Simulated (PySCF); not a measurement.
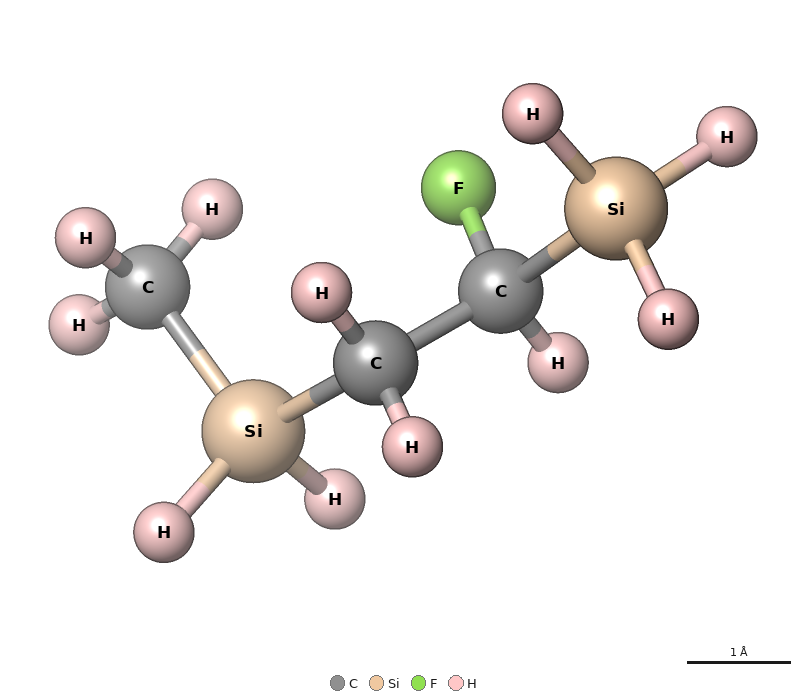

Atoms fade into the background with distance from the viewer. The computed structure is the end point of a GFN2-xTB optimisation. No frequency run is at hand to confirm it as a minimum. Masses are those of the most abundant isotopes; constants are for the rigid equilibrium geometry.

Q: Classify the rotor and give the rotational constants (GHz).

A: An asymmetric top (C1): A = 4.75, B = 1.03, C = 0.918 GHz. Ray's parameter κ is −0.94, close to the prolate limit.
